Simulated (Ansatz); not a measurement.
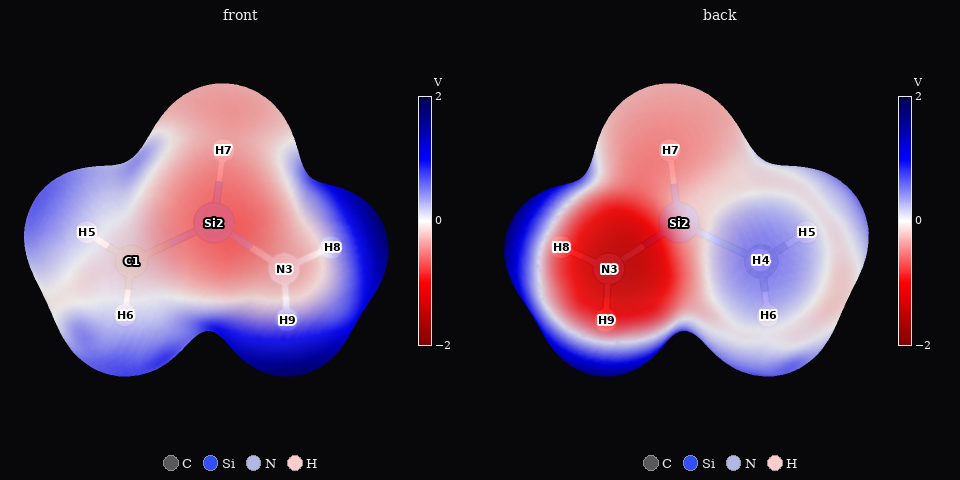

CH$_{6}$NSi (SMILES C[SiH]N) (doublet). The electrostatic potential painted on the density surface at 0.002 e/bohr³, seen from the front and from behind; red is negative and blue positive.

Method: UKS revPBE-D4/6-31G* in Ansatz.

```yaml
atoms:
  - { symbol: C, position_ang: [-0.6870, 0.8250, -0.8540] }
  - { symbol: Si, position_ang: [0.8631, 0.2096, 0.0721] }
  - { symbol: N, position_ang: [0.3465, -1.0446, 1.2116] }
  - { symbol: H, position_ang: [-1.1974, -0.0214, -1.3479] }
  - { symbol: H, position_ang: [-0.4072, 1.5659, -1.6231] }
  - { symbol: H, position_ang: [-1.4022, 1.3088, -0.1661] }
  - { symbol: H, position_ang: [1.7869, -0.5128, -0.8863] }
  - { symbol: H, position_ang: [1.0883, -1.6147, 1.6261] }
  - { symbol: H, position_ang: [-0.3025, -0.7622, 1.9506] }
```

Describe the electrostatic potential map.

The most negative region (about −1.4 V) lies over N3, the most positive (about +1.7 V) over H8 and H9. N3 is the likeliest acceptor of a hydrogen bond.
